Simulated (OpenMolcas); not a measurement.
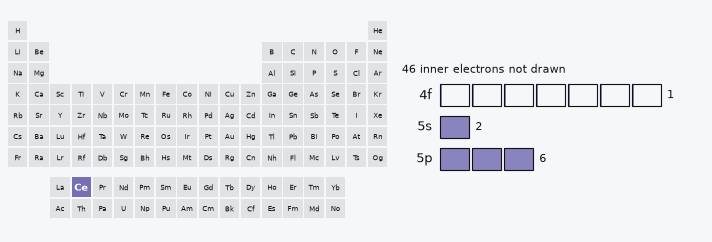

Figure 1. Left, the place of cerium in the periodic table; right, the outer shells of the leading configuration of the lowest level: a box for each of the 2l + 1 orbitals, shaded by the share of the shell that is filled, with the electron count at the right.

# Ce³⁺ complex: multiconfigurational calculation

Ce³⁺ with 6 ligands (O; octahedron, 2.457 Å), embedded in SrO by model potentials and point charges, whose field is part of the energies. Computed at this level: state-averaged CASSCF, active space 1 electron in the shell 4f, basis ANO-RCC-VDZP on the metal and ANO-RCC-VDZP on the ligands, DKH2 scalar Hamiltonian, spin-orbit coupling by RASSI with atomic mean-field integrals (OpenMolcas).

Key numbers:

- outcome: converged
- energy of the lowest spin-free term: −9310.26852 hartree
- energy of the lowest spin-orbit level: −9310.27254 hartree
- largest spread among components of a term: 0.0 cm⁻¹
- hardware: 1 thread of Arm Neoverse V2, 24 GiB of memory available, shared host
- wall time: 16 s
- peak memory: 0.6 GiB

Remarks:

To bear in mind: the geometry is set by hand, with no relaxation.

Input:
```
&GATEWAY
Basis set
Ce.ANO-RCC-VDZP.
Ce1 0.0 0.0 0.0 Angstrom
End of basis
Basis set
O.ANO-RCC-VDZP.
L1 2.457000 0.000000 0.000000 Angstrom
L2 0.000000 2.457000 0.000000 Angstrom
L3 0.000000 0.000000 2.457000 Angstrom
End of basis
Basis set
Sr.EMB-AIMP.Pascual.16s10p.1s1p.ECP.SrO.
PseudoCharge
* 3 symmetry-unique lattice sites within 7.6 angstrom
End of basis
Basis set
Sr.EMB-AIMP.Pascual.0s.0s.ECP.SrO.
PseudoCharge
* 24 symmetry-unique lattice sites within 7.6 angstrom
End of basis
Basis set
O.EMB-AIMP.Pascual.0s.0s.ECP.SrO.
PseudoCharge
* 16 symmetry-unique lattice sites within 7.6 angstrom
End of basis
Symmetry
XYZ
AngMom=0.0 0.0 0.0
AMFI
RICD
XField
1052 Angstrom 0
* Evjen-weighted lattice charges
&SEWARD
&RASSCF
FileOrb=start.orb
Symmetry=2
Spin=2
nActEl=1 0 0
Inactive=30 27
Ras2=0 7
CIRoot=7 7 1
SDav=7
CIMx=300
Iter=150 100
PrWF=0.3
OrbListing=Nothing
MaxOrb=0
LevShft=1.0
>>> COPY $Project.JobIph JOB001
&RASSI
NrOfJobIphs=1 7
1 2 3 4 5 6 7
IphNames
JOB001
EJob
SpinOrbit
DIPRint=1.0
SOCoupling=1000.0
Subsets=2
Property=9
'ANGMOM' 1 'ANGMOM' 2 'ANGMOM' 3 'MLTPL  1' 1 'MLTPL  1' 2 'MLTPL  1' 3
'AMFI' 1 'AMFI' 2 'AMFI' 3
SOProperty=3
'ANGMOM' 1 'ANGMOM' 2 'ANGMOM' 3
```

The file start.orb holds starting orbitals from an earlier step. A driver script formed the levels outside the program, from RASSI's spin-orbit matrix and the active-space energies, averaged over the components of each term or state.

Launched with:
```bash
OMP_NUM_THREADS=1 MOLCAS_MEM=2457 MOLCAS_PROJECT=a pymolcas a.inp > a.log  # once for each step of the input, in one work folder
```

Output (extracts):
```
--- SEWARD ---
Basis set label: CE.ANO-RCC...7S6P4D2F1G.

      Electronic valence basis set:
      ------------------
      Associated Effective Charge  58.000000 au
      Associated Actual Charge     58.000000 au
      Nuclear Model: Point charge

      Shell  nPrim  nBasis  Cartesian Spherical Contaminant
         s      25       7        X
         p      22       6        X
         d      15       4                 X
         f      11       2                 X
         g       4       1                 X
                  Relativistic Douglas-Kroll-Hess integrals:
                    - DKH order of Hamiltonian: 2
                    - DKH order of Properties : 0
                  Atomic mean-field integrals
--- RASSCF ---
Wave function specifications:
      -----------------------------

      Number of closed shell electrons         114
      Number of electrons in active shells       1
      Max number of holes in RAS1 space          0
      Max nr of electrons in RAS3 space          0
      Number of inactive orbitals               57
      Number of active orbitals                  7
      Number of secondary orbitals             112
      Spin quantum number                      0.5
      State symmetry                             2
Orbital specifications:
      -----------------------

      Symmetry species                           1   2
                                                ag  au
      Frozen orbitals                            0   0
      Inactive orbitals                         30  27
      Active orbitals                            0   7
      RAS1 orbitals                              0   0
      RAS2 orbitals                              0   7
      RAS3 orbitals                              0   0
      Secondary orbitals                        60  52
      Deleted orbitals                           0   0
      Number of basis functions                 90  86
      Number of CSFs                             7
      Number of root(s) required                 7
      Iter CI   SX   CI       RASSCF       Energy    max ROT     max BLB   max BLB  Level Ln srch  Step   QN
          iter iter root      energy       change     param      element    value   shift minimum  type update
 Nr of preliminary CI iterations:   1
      Total energies have been shifted. Add                -9000.00 au
        1   1    9    0  -308.19296261    0.00E+00  -7.48E-02   26  68 2 -5.06E-01*  0.81   0.00    SX    NO
        2   1   10    0  -309.87312372   -1.68E+00* -6.97E-02   30  33 1  2.13E-01*  0.57   0.00    SX    NO
        3   1    9    0  -310.19275011   -3.20E-01*  3.15E-02   30  33 1  9.28E-02*  0.66   0.00    SX    NO
        4   1    9    0  -310.24188222   -4.91E-02* -1.80E-02   30  33 1  5.40E-02*  0.68   0.00    SX    NO
        5   1    9    0  -310.25574706   -1.39E-02* -1.86E-02   30  33 1  2.93E-02*  0.70   2.16    LS   YES
        6   1    8    0  -310.26136144   -5.61E-03*  2.82E-03   12  44 2 -7.50E-03*  0.71   1.12    QN   YES
        7   1    8    0  -310.26192269   -5.61E-04* -1.23E-03   15  49 2 -3.30E-03*  0.71   1.37    QN   YES
        8   1    7    0  -310.26203796   -1.15E-04* -3.87E-04   16  28 2  7.15E-04*  0.71   1.18    QN   YES
        9   1    7    0  -310.26204801   -1.01E-05* -2.18E-04   12  44 2  3.39E-04*  0.71   1.35    QN   YES
       10   1    6    0  -310.26204988   -1.87E-06* -7.27E-05   12  44 2  1.33E-04*  0.71   1.27    QN   YES
       11   1    6    0  -310.26205010   -2.26E-07* -1.09E-04   25  32 1  5.51E-05   0.71   2.50    LS   YES
       12   1    6    0  -310.26204989    2.16E-07* -6.11E-05   10  42 2 -1.62E-04*  0.71   0.20    LS   YES
       13   1    6    0  -310.26205010   -2.10E-07*  2.86E-05   10  42 2 -6.28E-05   0.71   1.45    QN   YES
       14   1    5    0  -310.26205015   -5.00E-08* -1.51E-05   25  32 1  2.87E-05   0.71   1.24    QN   YES
       15   1    4    0  -310.26205014    2.28E-09   1.11E-05   20  34 1  1.62E-05   0.71   0.22    QN   YES
      Convergence after 15 iterations
       16   1    4    0  -310.26205015   -2.33E-09   1.11E-05   20  34 1  8.15E-06   0.71   0.22    QN   YES
      Natural orbitals and occupation numbers for root  1
      sym 2:   1.000000  -0.000000  -0.000000  -0.000000   0.000000   0.000000   0.000000
      Natural orbitals and occupation numbers for root  2
      sym 2:   0.000000   0.000000   0.000000  -0.000000  -0.000000   0.000000   1.000000
      Natural orbitals and occupation numbers for root  3
      sym 2:   0.000000   1.000000   0.000000  -0.000000  -0.000000  -0.000000   0.000000
::    RASSCF root number  1 Total energy:  -9310.26852011
::    RASSCF root number  2 Total energy:  -9310.26422055
::    RASSCF root number  3 Total energy:  -9310.26422055
::    RASSCF root number  4 Total energy:  -9310.26422055
::    RASSCF root number  5 Total energy:  -9310.25772306
::    RASSCF root number  6 Total energy:  -9310.25772306
::    RASSCF root number  7 Total energy:  -9310.25772306
--- RASSI ---
SPIN-FREE ENERGIES:
  (Shifted by EMIN (a.u.) =      -9310.2685201233)

 SF State       Relative EMIN(au)   Rel lowest level(eV)    D:o, cm**(-1)

     1             0.0000000000        0.0000000000              0.0000
     2             0.0042995594        0.1169969721            943.6442
     3             0.0042995594        0.1169969721            943.6442
     4             0.0042995594        0.1169969721            943.6442
     5             0.0107970559        0.2938028595           2369.6799
     6             0.0107970559        0.2938028595           2369.6799
     7             0.0107970559        0.2938028595           2369.6799
     Dipole printing threshold changed to   1.00000000E+00
Eigenvalues of complex Hamiltonian:
   -----------------------------------
  (Shifted by EMIN (a.u.) =      -9310.2685201233)

 SO State       Relative EMIN(au)   Rel lowest level(eV)    D:o, cm**(-1)

     1            -0.0040230688        0.0000000000              0.0000
     2            -0.0040230688        0.0000000000              0.0000
     3             0.0014070362        0.1477606829           1191.7703
     4             0.0014070361        0.1477606807           1191.7703
     5             0.0014070361        0.1477606807           1191.7703
     6             0.0014070362        0.1477606829           1191.7703
     7             0.0068053332        0.2946558286           2376.5595
     8             0.0068053332        0.2946558286           2376.5595
     9             0.0122310208        0.4422963091           3567.3603
    10             0.0122310208        0.4422963091           3567.3603
    11             0.0122310209        0.4422963112           3567.3603
    12             0.0122310209        0.4422963112           3567.3603
    13             0.0152314677        0.5239426287           4225.8823
    14             0.0152314677        0.5239426287           4225.8823
Weights of the five most important spin-orbit-free states for each spin-orbit state.

 SO State  Total energy (au)           Spin-free states, spin, and weights
 -------------------------------------------------------------------------------------------------------
    1        -0.004023       1 0.5  0.6285    4 0.5  0.1238    3 0.5  0.1238    2 0.5  0.1238    6 0.5  0.0000
    2        -0.004023       1 0.5  0.6285    4 0.5  0.1238    3 0.5  0.1238    2 0.5  0.1238    6 0.5  0.0000
    3         0.001407       4 0.5  0.3736    3 0.5  0.2642    7 0.5  0.2175    6 0.5  0.0946    5 0.5  0.0252
    4         0.001407       2 0.5  0.4169    5 0.5  0.1997    3 0.5  0.1776    6 0.5  0.1302    4 0.5  0.0682
    5         0.001407       2 0.5  0.4169    5 0.5  0.1997    3 0.5  0.1777    6 0.5  0.1302    4 0.5  0.0681
    6         0.001407       4 0.5  0.3737    3 0.5  0.2641    7 0.5  0.2175    6 0.5  0.0947    5 0.5  0.0252
    7         0.006805       1 0.5  0.3715    2 0.5  0.2095    3 0.5  0.2095    4 0.5  0.2095    6 0.5  0.0000
    8         0.006805       1 0.5  0.3715    2 0.5  0.2095    3 0.5  0.2095    4 0.5  0.2095    6 0.5  0.0000
    9         0.012231       7 0.5  0.4336    4 0.5  0.1857    6 0.5  0.1659    3 0.5  0.1418    5 0.5  0.0631
   10         0.012231       7 0.5  0.4336    4 0.5  0.1857    6 0.5  0.1659    3 0.5  0.1418    5 0.5  0.0631
   11         0.012231       5 0.5  0.3787    6 0.5  0.2759    2 0.5  0.2151    3 0.5  0.0831    4 0.5  0.0392
   12         0.012231       5 0.5  0.3787    6 0.5  0.2759    2 0.5  0.2150    3 0.5  0.0831    4 0.5  0.0392
```

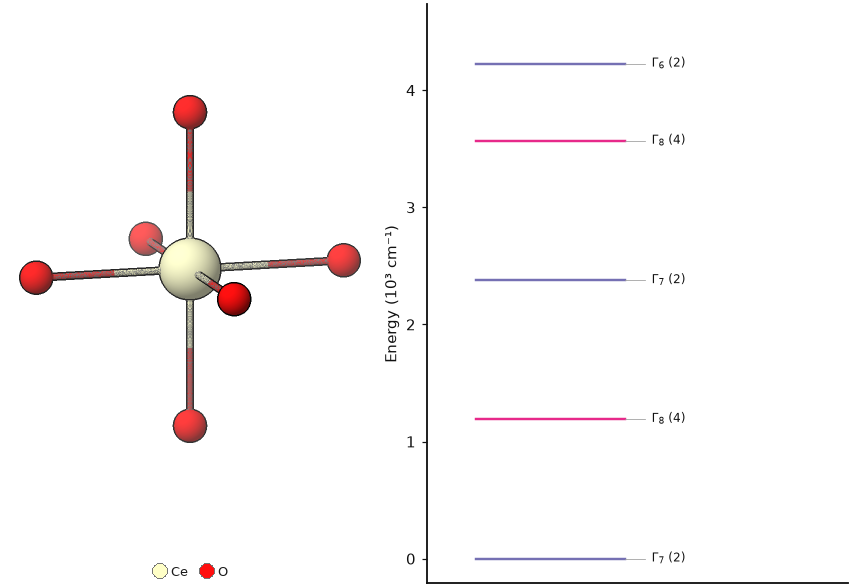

Figure 2. Ce³⁺ (4f) as a dopant in SrO, a cluster with its 6 nearest O²⁻ at 2.457 Å (octahedron) embedded in model potentials and point charges; the geometry was set, not optimised, and its levels. Labels give the representation in O, Td, D4 or D3 as the site allows (double group for half-integer spin) where it could be assigned and, in brackets, the degeneracy; spin-free states, where drawn, share the zero of the spin-orbit levels. The ground level is Γ₇, a Kramers doublet, 100 % from states of spin multiplicity 2, effective J = 2.58, with |mJ| = 3/2 the largest share (81 %). Its principal g values are 0.97, 0.97 and 0.97, isotropic. The next level lies at 1,190 cm⁻¹ (Γ₈). The lowest J multiplet spreads over 1,190 cm⁻¹. The active orbitals hold 99 to 100 % metal character (Löwdin), and the Mulliken charge of the metal is +2.28.
